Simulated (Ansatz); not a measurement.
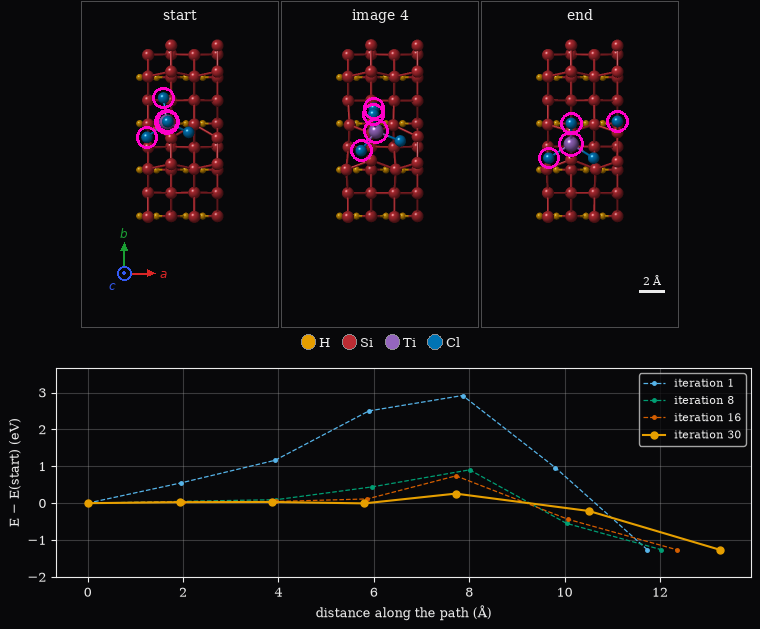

NEB run on TiCl4 on Si(100)-2x1, underside capped with H (61 atoms in the cell). Images are numbered from 0 (start) to 6 (end). The plot follows the band through its iterations. The picture is a ball-and-stick view of the simulation cell, with the vacuum cut short (origin moved), seen along the c axis. The atoms that move most are ringed. Bonds to atoms that aren't drawn are left out.

Theory: Ansatz, DFT PBEsol, scalar-relativistic, plane waves, PAW. Set-up: plane-wave cutoff 420 eV; k-point mesh 2 × 1 × 1; Fermi-Dirac smearing 0.05 eV; 24 atoms held fixed; 5 movable images; climbing image; force threshold 0.05 eV/Å; iteration limit 30; optimiser L-BFGS; starting path by image-dependent pair potential.

How did the profile develop, and is the result final?

Answer. The result isn't final. The band hadn't converged when the run stopped after 30 iterations. The barrier read from it is provisional: over the last two iterations the highest image moved from 0.30 eV to 0.26 eV. The first iteration put the highest image at 2.92 eV. Forward barrier 0.26 eV, backward barrier 1.52 eV, with image 4 at the top; the reaction energy is −1.26 eV.

Limits of the set-up: the periodic images lie only 7.7 Å apart, so the values are limited by the cell's size.

PAW datasets: the set soft_1.
